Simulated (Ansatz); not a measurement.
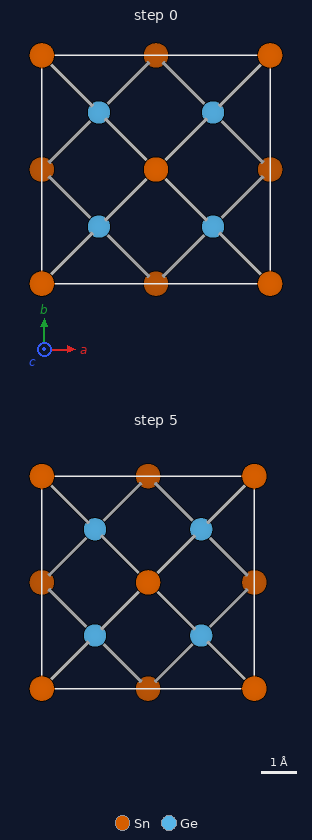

The structure of crystalline SnGe$_{2}$ (a generated structure, set up in Fm-3m) before (top) and after (bottom) a relaxation, at one scale.

The picture is a ball-and-stick view of the conventional cell (4 times the calculation's cell), seen along the c axis. Lengths and directions refer to the drawn axes.

Case: relaxed at 20 GPa.

All numbers below come from DFT LDA, scalar-relativistic, plane waves, PAW in Ansatz. Settings: plane-wave cutoff 420 eV; k-point mesh 12 × 12 × 12; occupations fermi dirac; smearing width 0.15 eV; target pressure 20 GPa; no spin polarisation; cell and atoms relaxed; force threshold 0.001 eV/Å; at most 60 steps.

Q: Summarise the run.

A: The atoms keep their places relative to the cell (all moves are under 0.005 Å). The drawn cell changes as follows: a = b = c 6.620 → 6.162 Å (−6.9 %); the volume changes by −19.3 %. Near-neighbour distances that change, for instance: Ge–Sn 2.866 → 2.668 Å. The space group stays Fm-3m (No. 225). Over 4 accepted moves (5 points after the start) the energy rises by 240 meV per atom. With the target pressure of 20 GPa, the enthalpy E + pV changes by −344 meV per atom. All forces vanish by symmetry, so only the cell relaxes. The pressure goes from 0.00 to 20.01 GPa. At 1 point the geometry stayed and the basis and grid were re-selected for the new cell (energy shift of 1.1 meV per atom at most each time).
